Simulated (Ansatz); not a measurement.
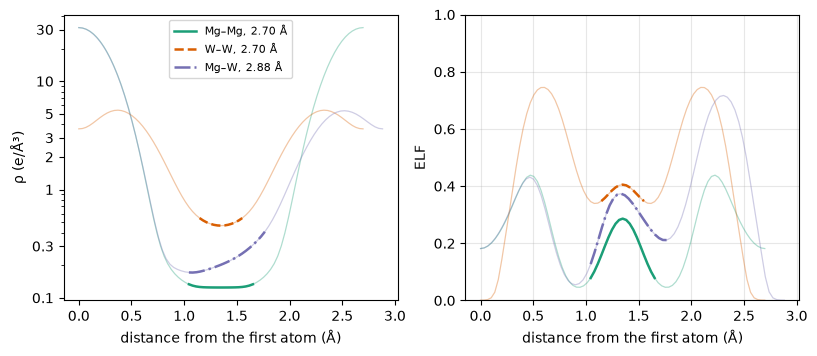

*MgW. Valence electron density and electron localisation function along straight lines between neighbouring atoms. Thin, pale parts lie inside the atomic spheres.*

Space group Cmmm.

Computed with DFT PBEsol, scalar-relativistic, plane waves, PAW in Ansatz 0.2.0.

In a PAW calculation such maps are meaningful between the atoms, not at the nuclei.

The calculation's input:

```
crystal:
  lattice:
    - [4.8104978165, 0.0, 0.0149345708]
    - [0.0, 3.1315800322, 0.0]
    - [-0.0134300458, 0.0, 4.4329627958]
  atoms:
    - { symbol: Mg, position: [0.5, 0.2499181968, 0.75] }
    - { symbol: Mg, position: [0.5, 0.7500818032, 0.25] }
    - { symbol: W, position: [0.0, 0.7487780992, 0.75] }
    - { symbol: W, position: [0.0, 0.2512219008, 0.25] }
basis:
  ecutwfc: 420
kpoints:
  mp_grid: { grid: [10, 14, 10] }
hamiltonian:
  xc: pbesol
scf:
  occupations: { method: gaussian, width: 0.1 }
output:
  forces: true
  stress: true
  eigenvalues: true
  write_density: true
  write_potential: true
  elf: true
  volumetric_format: npy
relax:
  adjacent_minimum: "off"
  f_tol: 0.005
  max_steps: 80
  cell: { stress_tol: 0.05 }
```

Run with:

```sh
ansatz run input.yaml --threads 1 --pin off --max-ram 2560MiB --backend cpu --events-out ev --progress --plain --runs-dir out
```

Below, planes, directions and counts refer to the conventional cell (a = 3.34 Å, b = 4.24 Å, c = 4.70 Å, α = 90.00°, β = 90.00°, γ = 90.00°).

The fields are those of the run's last geometry, not of the input's.

**What can be read from the curves?**

Mg–Mg (2.70 Å): ρ is about 0.12 e/Å³ halfway; the ELF is about 0.30 at the midpoint; no localised pair shows between them.
W–W (2.70 Å): ρ at the midpoint is about 0.46 e/Å³; the ELF is about 0.40 at the midpoint.
Mg–W (2.88 Å): ρ is about 0.22 e/Å³ halfway, with its minimum of 0.17 e/Å³ about 1.1 Å from Mg; the ELF is about 0.35 at the midpoint.
